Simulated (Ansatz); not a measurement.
C6H8Si (SMILES C#C/C([SiH3])=C\C=C)

```xyz
15

C     0.6824   -3.0795   -2.4426
C     0.2337   -2.5545   -1.4350
C    -0.3623   -2.0232   -0.2632
C     0.1071   -0.8991    0.3648
C     1.2435   -0.1180   -0.0656
C     1.6732    0.9836    0.5829
Si   -1.8596   -2.9597    0.3967
H     1.0910   -3.5271   -3.3294
H    -2.9430   -2.9943   -0.6304
H    -1.4853   -4.3666    0.7291
H    -2.3507   -2.2651    1.6242
H    -0.4117   -0.5528    1.2679
H     1.7640   -0.4614   -0.9682
H     2.5372    1.5538    0.2319
H     1.1675    1.3431    1.4859
```

Geometry: r2SCAN-D4/def2-SVP.

Computed with isolated molecule in a Gaussian basis; Kohn-Sham density functional theory, functional PBE0 (Ansatz 0.2.0).

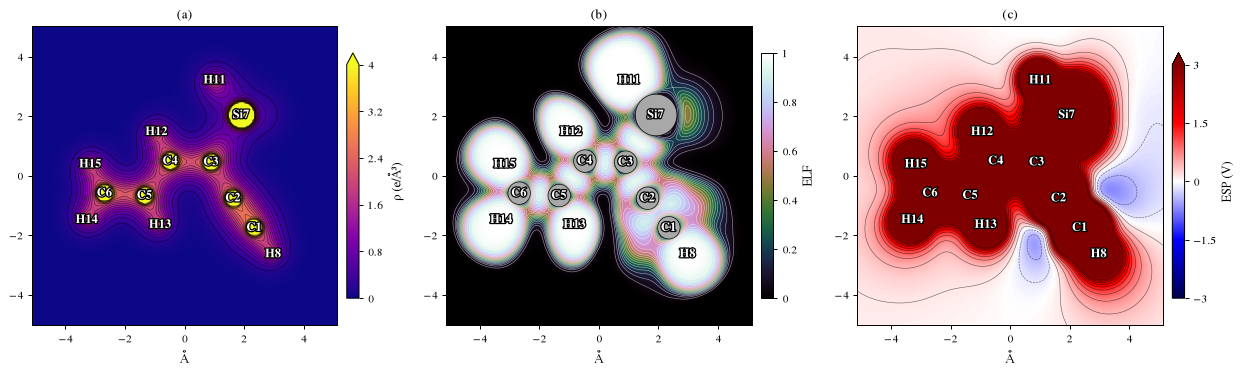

Figure 1. (a) total electron density; (b) ELF; (c) electrostatic potential on the plane of atoms C5, C6 and H15. Grey discs cover the atomic cores in the ELF map.

Q: Describe what can be read from this map.

A:
- The plane passes through C, Si and H nuclei.
- C–C (1.22 Å): the density is about 2.6 e/Å³ at the midpoint; the ELF peaks at about 0.85 between the atoms: a short, multiple covalent bond.
- C–Si (1.89 Å): the density is about 0.93 e/Å³ at the midpoint; the ELF peaks at about 0.95 between the atoms, as expected for a covalent bond.
- C–H (1.07 Å): ρ is about 2 e/Å³ halfway; the ELF climbs to about 1 towards the hydrogen, as it does in any bond to H: an ordinary covalent bond to hydrogen.
- C–C (1.35 Å): ρ at the midpoint is about 2.2 e/Å³; the ELF peaks at about 0.95 between the atoms (a covalent bond).
- Si–H (1.49 Å): ρ at the midpoint is about 0.76 e/Å³; the ELF climbs to about 1 towards the hydrogen.
- Outside the dense part of the molecule the potential is most negative (−0.7 V) near C1.

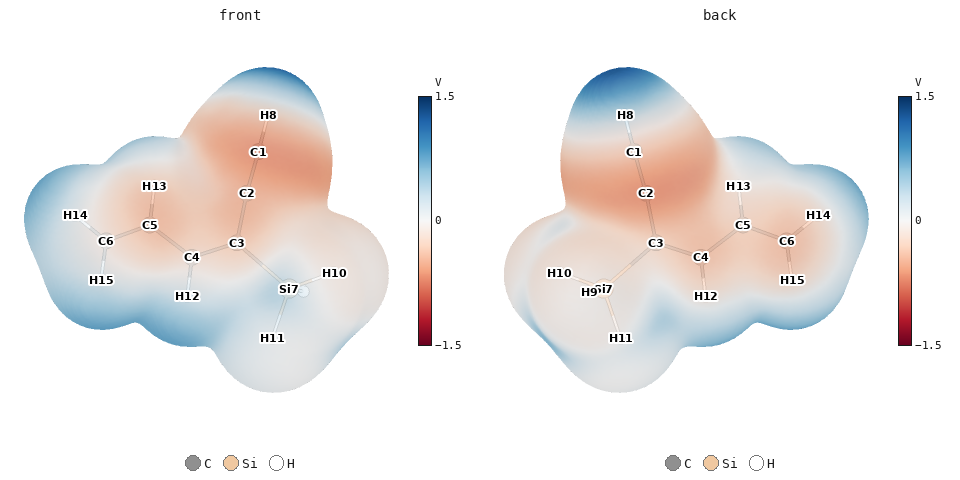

Figure 2. The molecular electrostatic potential painted on the density surface at 0.001 e/bohr³, seen from the front and from behind; red is negative and blue positive.

Q: Describe the electrostatic potential map.

A: The most negative region (about −0.7 V) lies over C1 and C2, the most positive (about +1.2 V) over H8.

Q: What dipole moment does the calculation give?

A: Its dipole moment is 1.01 D.

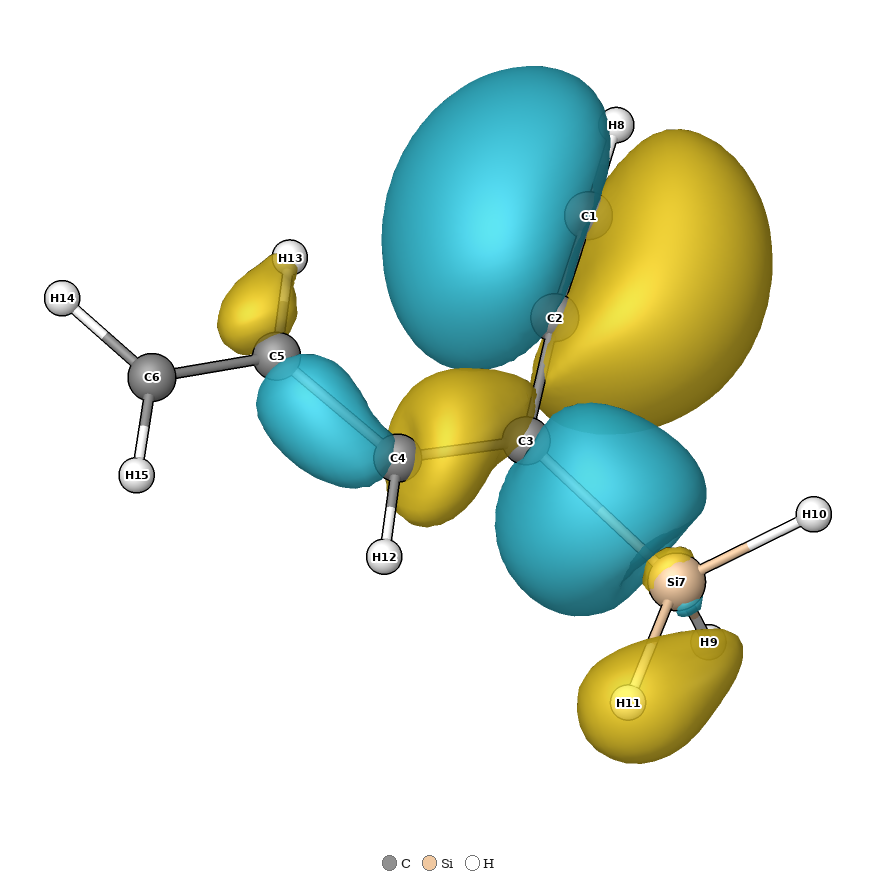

Figure 3. The HOMO−1 at ±0.08 Å⁻³ᐟ² (yellow and cyan are the two phases), seen at a tilt.

Q: Where does this orbital lie, and at what energy?

A: It lies mainly on C1 (about 40 %), C2 (about 30 %), C3 (about 10 %) and Si7 (about 5 %); π-bonding across C1–C2. Its energy is −7.81 eV.
